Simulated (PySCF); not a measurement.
Vertical excitations of a molecule C4H10BN from TDA-LC-ωPBE/def2-SVPD (PySCF 2.14.0), as energy in eV (oscillator strength): 7.13 (0.002), 7.80 (0.024), 7.88 (0.050), 8.06 (0.021), 8.43 (0.027), 8.65 (0.004), 8.86 (0.312), 9.07 (0.054), 9.19 (0.008), 9.19 (0.029). Lowest triplet (TDA): 6.42 eV. Geometry: B3LYP-D3(BJ)/def2-SVP. One conformer was computed; it need not be the lowest.

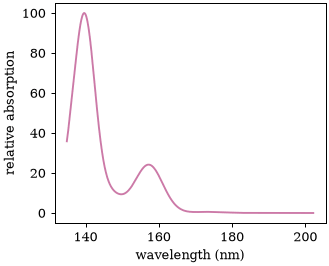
Figure: The lines broadened by 0.4 eV.

### Question
Pick the molecule that these values belong to.
A. CNB1CCC1
B. CC1CB(N)C1
C. C/C=N/B(C)C
D. CBC.CC#N

### Answer
B, CC1CB(N)C1
